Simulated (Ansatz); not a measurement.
# CH₃Cl₂FMoOS: a few dozen steps of dynamics

What does CH₃Cl₂FMoOS do in its first 100 fs with a Nosé-Hoover thermostat, with the temperature set to 300 K?

Method: BLYP/def2-SVP; program: Ansatz 0.2.0, Gaussian basis.

## 1. The relaxed structure

An earlier PBE0-D4 in a triple-zeta def2 set relaxation fixed the geometry. Mo takes the def2 core potential; no spin-orbit term is included.

SMILES `C[O][Mo]([F])(=[S])([Cl])[Cl]`, 10 atoms, charge 0, spin multiplicity 1.

Atoms are counted from 1 here; the program's logs count them from 0.

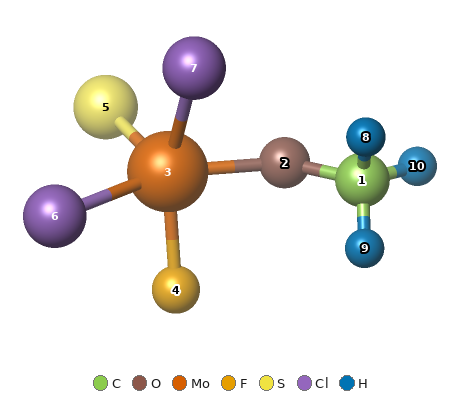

The geometry (carbon green, oxygen brown, molybdenum orange, fluorine amber, sulfur yellow, chlorine purple, hydrogen blue); atoms are numbered from 1 in the order of the file.

## 2. The run

in.yaml

```yaml
crystal:
  periodic: [false, false, false]
  atoms:
    - {symbol: C, position_ang: [0.469126, -1.670043, -0.114741]}
    - {symbol: O, position_ang: [-0.063077, -0.502502, -0.672814]}
    - {symbol: Mo, position_ang: [-0.436987, 1.180563, -0.056483]}
    - {symbol: F, position_ang: [-2.034553, 0.495470, 0.604571]}
    - {symbol: S, position_ang: [-0.855080, 2.278564, -1.758237]}
    - {symbol: Cl, position_ang: [-0.659777, 2.705817, 1.628080]}
    - {symbol: Cl, position_ang: [1.828227, 1.372454, 0.296758]}
    - {symbol: H, position_ang: [1.495500, -1.468546, 0.213781]}
    - {symbol: H, position_ang: [-0.131402, -1.993885, 0.740963]}
    - {symbol: H, position_ang: [0.471122, -2.448993, -0.878980]}
basis:
  gaussian: {orbitals: def2-SVP}
magnetization: {spin_polarized: true, initial_magnetization: 0}
hamiltonian: {xc: {name: BLYP}}
md: {timestep: 2 fs, n_steps: 50, ensemble: nvt_nose_hoover, temperature: 300, initial_velocities: maxwell_boltzmann, seed: 778}
```

The run is started by

```
$ ansatz run in.yaml --threads 2 --pin off --events-out ev --progress --plain --max-ram 32768MiB --backend cpu
```

What it wrote, cut to the lines that bear on the results:

```text
Functional definition: BLYP
  name "BLYP"
  cite "Becke, Phys. Rev. A 38, 3098 (1988) doi:10.1103/PhysRevA.38.3098"
  cite "Lee, Yang & Parr, Phys. Rev. B 37, 785 (1988) doi:10.1103/PhysRevB.37.785"
[...]
1521 factors; their error is unknown
[...]
mean field -43574.40699649 eV, -1601.3299213272 hartree, gradient 3.0e-5 eV, S^2 0.000000; 0 other end points of the search recorded, 0 dependent functions left out
[...]
reference -43574.40743423 eV, -1601.3299374137 hartree; 45, 45 occupied and 97, 97 virtual orbitals, 1521 factors
md step     0: t =     0.00 fs  T =   300.0 K  F+E_penalty+E_count = -43574.40699649 eV  E_kin = 0.310224 eV  conserved = -43574.09677250 eV  (39 SCF iters)
[...]
md step    12: t =    24.00 fs  T =   245.6 K  F+E_penalty+E_count = -43574.33907691 eV  E_kin = 0.254003 eV  conserved = -43574.08407401 eV  (41 SCF iters)
[...]
md step    24: t =    48.00 fs  T =   239.2 K  F+E_penalty+E_count = -43574.32659170 eV  E_kin = 0.247352 eV  conserved = -43574.07996405 eV  (37 SCF iters)
[...]
md step    36: t =    72.00 fs  T =   313.9 K  F+E_penalty+E_count = -43574.40706023 eV  E_kin = 0.324606 eV  conserved = -43574.09074622 eV  (39 SCF iters)
[...]
md step    48: t =    96.00 fs  T =   193.8 K  F+E_penalty+E_count = -43574.25877384 eV  E_kin = 0.200452 eV  conserved = -43574.07732523 eV  (39 SCF iters)
[...]
md step    49: t =    98.00 fs  T =   223.4 K  F+E_penalty+E_count = -43574.29635229 eV  E_kin = 0.231048 eV  conserved = -43574.08617483 eV  (40 SCF iters)
[...]
md step    50: t =   100.00 fs  T =   256.2 K  F+E_penalty+E_count = -43574.33195506 eV  E_kin = 0.264979 eV  conserved = -43574.09009035 eV  (57 SCF iters)
Total energy: -43574.33239901 eV, -1601.3271799205 hartree
Atom 0 at     0.213295    -1.918347    -0.640448 Å, force    -0.122283     0.371837    -0.329741 eV/Å
Atom 1 at     0.015059    -0.513298    -0.676903 Å, force    -0.275310     0.059431    -0.229668 eV/Å
Atom 2 at    -0.381376     1.196935     0.006344 Å, force     0.157284    -0.752318    -1.405094 eV/Å
Atom 3 at    -1.857506     0.376928     0.793532 Å, force    -0.618881    -0.196377     0.297116 eV/Å
Atom 4 at    -0.985668     2.215278    -1.788054 Å, force     0.285453    -0.201611     0.310682 eV/Å
Atom 5 at    -0.754771     2.914891     1.459324 Å, force    -0.097860     0.535728     0.674612 eV/Å
Atom 6 at     1.878705     1.353448     0.458800 Å, force     0.498006     0.309278     0.052888 eV/Å
Atom 7 at     0.876397    -2.131256     0.243706 Å, force    -0.260414    -0.382351    -0.511959 eV/Å
Atom 8 at    -0.805109    -2.402298    -0.555450 Å, force     0.580936     0.068569     0.201012 eV/Å
Atom 9 at     0.660701    -2.243602    -1.640817 Å, force    -0.146931     0.187815     0.940152 eV/Å
Dipole moment:     0.121056    -0.686232    -0.230121 e Å
```

Wall time 4.9 min (2 threads of AMD EPYC 7R13, shared host).

## 3. Frames and traces

One row in 4; energies are counted from the first frame:

| time (fs) | T (K) | potential (meV) | conserved (meV) | Mo3–Cl6 (Å) |
| --- | --- | --- | --- | --- |
| 0.0 | 300 | 0.0 | 0.00 | 2.283 |
| 8.0 | 326 | -8.9 | 17.72 | 2.285 |
| 16.0 | 322 | -10.6 | 12.79 | 2.305 |
| 24.0 | 246 | 67.9 | 12.70 | 2.341 |
| 32.0 | 239 | 73.1 | 10.74 | 2.384 |
| 40.0 | 281 | 30.1 | 10.50 | 2.420 |
| 48.0 | 239 | 80.4 | 16.81 | 2.437 |
| 56.0 | 224 | 85.9 | 4.99 | 2.428 |
| 64.0 | 260 | 66.1 | 19.96 | 2.394 |
| 72.0 | 314 | -0.1 | 6.03 | 2.344 |
| 80.0 | 143 | 194.8 | 21.23 | 2.295 |
| 88.0 | 131 | 191.5 | 2.05 | 2.266 |
| 96.0 | 194 | 148.2 | 19.45 | 2.268 |

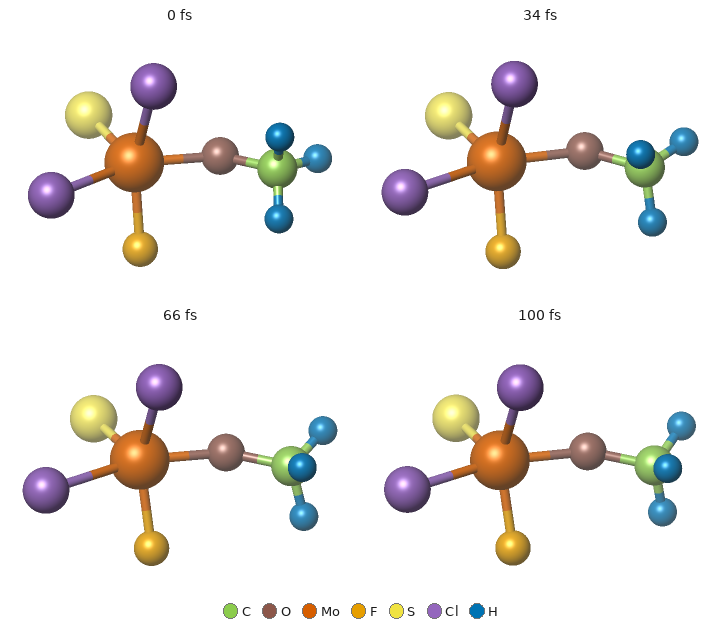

Four frames; sticks are those of the first frame.

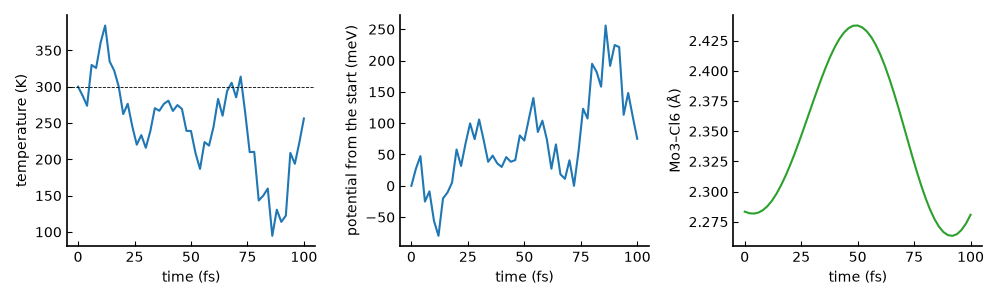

Temperature (the set value dashed), potential energy and the bond that swings most.

Positions (Å) and forces (eV/Å) at 100.0 fs:

```xyz
10

C     0.213   -1.918   -0.640   -0.122    0.372   -0.330
O     0.015   -0.513   -0.677   -0.275    0.059   -0.230
Mo   -0.381    1.197    0.006    0.157   -0.752   -1.405
F    -1.858    0.377    0.794   -0.619   -0.196    0.297
S    -0.986    2.215   -1.788    0.285   -0.202    0.311
Cl   -0.755    2.915    1.459   -0.098    0.536    0.675
Cl    1.879    1.353    0.459    0.498    0.309    0.053
H     0.876   -2.131    0.244   -0.260   -0.382   -0.512
H    -0.805   -2.402   -0.555    0.581    0.069    0.201
H     0.661   -2.244   -1.641   -0.147    0.188    0.940
```

## 4. Results

| quantity | value |
| --- | --- |
| length | 50 steps of 2.0 fs |
| temperature, first and last frame | 300, 256 K |
| temperature, second half | mean 213 K, from 95 to 314 K |
| swing of the potential | 336 meV |
| largest change of the conserved energy | 29.87 meV |
| range of Mo3–Cl6 | 2.263 to 2.438 Å |

In words: From 300 K at the start the temperature swings between 95 and 384 K: with 10 atoms it has no steady value yet; starting near a minimum, about half of the kinetic energy flows into the potential. The conserved energy moves by 29.87 meV, 8.9 % of the potential's swing: the step is long for the fastest motion. Mo3–Cl6 swings most, by 0.17 Å; no bond breaks. A run of 100 fs gives no averages.
